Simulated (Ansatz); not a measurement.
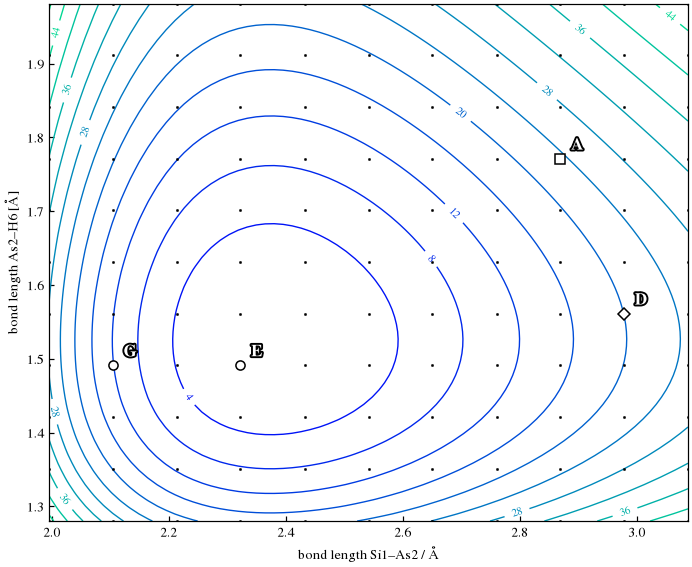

AsH4Si, SMILES [SiH2][AsH2], spin multiplicity 2. 
- Coordinates scanned: (1) bond length Si1–As2; (2) bond length As2–H6.
- Nothing is relaxed (all other coordinates rigid).
- The scan uses an 11 × 11 grid.
- Points are written as (first, second).
- All energies are given in kcal/mol relative to the relaxed molecule at the same level.
- Level of theory: UKS B3LYP-D4/def2-TZVP in Ansatz.

In the figure: contour lines labelled in kcal/mol, dots at the grid points, lettered points. Between grid points the surface is interpolated.

Question: Is D the lowest point of the computed grid?

Answer: No. D lies 19.5 kcal/mol above the lowest grid point, which is at (2.323 Å, 1.491 Å).

Question: Rank the lettered points by energy, lowest first.

Answer: E (0.6 kcal/mol), G (12.1 kcal/mol), D (20.0 kcal/mol), A (23.4 kcal/mol).

Question: What kind of point is each of A, D, E, G: minimum, saddle, maximum or slope?

Answer: A: on a slope; D: on a slope; E: minimum; G: on a slope. (In these two coordinates alone; a stationary point may lie a little off the grid point.)
